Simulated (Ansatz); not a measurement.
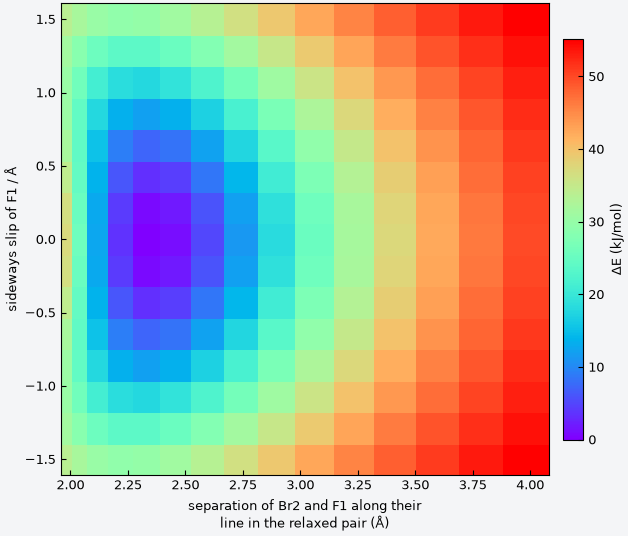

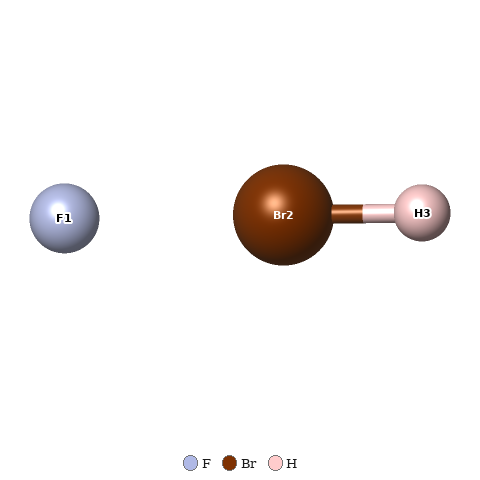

Energy landscape of the pair F···BrH, charge −1. The first coordinate is: separation of Br2 and F1 along their line in the relaxed pair; the second: sideways slip of F1. Nothing is relaxed (both partners rigid). The grid has 15 × 15 points; 120 points were computed and 105 follow by symmetry. Points are written as (first, second). Energies are in kJ/mol, from the lowest grid point. Computed with RKS PBE0-D4/def2-TZVPD (Ansatz 0.2.0).

The picture shows one coloured cell a grid point. The second picture is the structure at the lowest point.

What does the map say about the system?

Answer. The lowest grid point is at (2.328 Å, 0.000 Å). No other kind of well shows on this grid. The highest grid point, (3.982 Å, −1.500 Å), lies 55.2 kJ/mol above the lowest. Round the minimum the two coordinates are nearly uncoupled.

The values on the grid:

| second ↓, first → | 1.982 | 2.032 | 2.113 | 2.214 | 2.328 | 2.455 | 2.593 | 2.740 | 2.896 | 3.060 | 3.231 | 3.409 | 3.594 | 3.785 | 3.982 |
| --- | --- | --- | --- | --- | --- | --- | --- | --- | --- | --- | --- | --- | --- | --- | --- |
| 1.500 | 33.7 | 32.1 | 30.3 | 29.5 | 29.8 | 31.2 | 33.5 | 36.3 | 39.4 | 42.6 | 45.6 | 48.5 | 51.0 | 53.2 | 55.2 |
| 1.286 | 31.3 | 28.6 | 25.6 | 23.8 | 23.8 | 25.3 | 28.0 | 31.4 | 35.3 | 39.1 | 42.8 | 46.2 | 49.2 | 51.8 | 54.0 |
| 1.071 | 30.2 | 26.0 | 21.3 | 18.3 | 17.7 | 19.2 | 22.4 | 26.5 | 31.0 | 35.6 | 40.0 | 43.9 | 47.4 | 50.4 | 52.9 |
| 0.857 | 30.5 | 24.5 | 17.8 | 13.4 | 12.1 | 13.5 | 17.0 | 21.7 | 27.0 | 32.3 | 37.3 | 41.8 | 45.7 | 49.1 | 52.0 |
| 0.643 | 32.1 | 24.2 | 15.3 | 9.3 | 7.1 | 8.4 | 12.2 | 17.5 | 23.5 | 29.4 | 35.0 | 40.0 | 44.3 | 48.0 | 51.1 |
| 0.429 | 34.4 | 24.7 | 13.7 | 6.2 | 3.3 | 4.4 | 8.4 | 14.2 | 20.7 | 27.2 | 33.2 | 38.6 | 43.3 | 47.2 | 50.5 |
| 0.214 | 36.4 | 25.4 | 12.9 | 4.3 | 0.8 | 1.8 | 6.0 | 12.1 | 18.9 | 25.7 | 32.1 | 37.7 | 42.6 | 46.7 | 50.1 |
| 0.000 | 37.3 | 25.7 | 12.7 | 3.7 | 0.0 | 0.9 | 5.2 | 11.3 | 18.3 | 25.2 | 31.7 | 37.4 | 42.4 | 46.5 | 50.0 |
| −0.214 | 36.4 | 25.4 | 12.9 | 4.3 | 0.8 | 1.8 | 6.0 | 12.1 | 18.9 | 25.7 | 32.1 | 37.7 | 42.6 | 46.7 | 50.1 |
| −0.429 | 34.4 | 24.7 | 13.7 | 6.2 | 3.3 | 4.4 | 8.4 | 14.2 | 20.7 | 27.2 | 33.2 | 38.6 | 43.3 | 47.2 | 50.5 |
| −0.643 | 32.1 | 24.2 | 15.3 | 9.3 | 7.1 | 8.4 | 12.2 | 17.5 | 23.5 | 29.4 | 35.0 | 40.0 | 44.3 | 48.0 | 51.1 |
| −0.857 | 30.5 | 24.5 | 17.8 | 13.4 | 12.1 | 13.5 | 17.0 | 21.7 | 27.0 | 32.3 | 37.3 | 41.8 | 45.7 | 49.1 | 52.0 |
| −1.071 | 30.2 | 26.0 | 21.3 | 18.3 | 17.7 | 19.2 | 22.4 | 26.5 | 31.0 | 35.6 | 40.0 | 43.9 | 47.4 | 50.4 | 52.9 |
| −1.286 | 31.3 | 28.6 | 25.6 | 23.8 | 23.8 | 25.3 | 28.0 | 31.4 | 35.3 | 39.1 | 42.8 | 46.2 | 49.2 | 51.8 | 54.0 |
| −1.500 | 33.7 | 32.1 | 30.3 | 29.5 | 29.8 | 31.2 | 33.5 | 36.3 | 39.4 | 42.6 | 45.6 | 48.5 | 51.0 | 53.2 | 55.2 |

Time for the 120 points that were run: 3.9 min on 1 thread of Arm Neoverse V2, on a shared host.
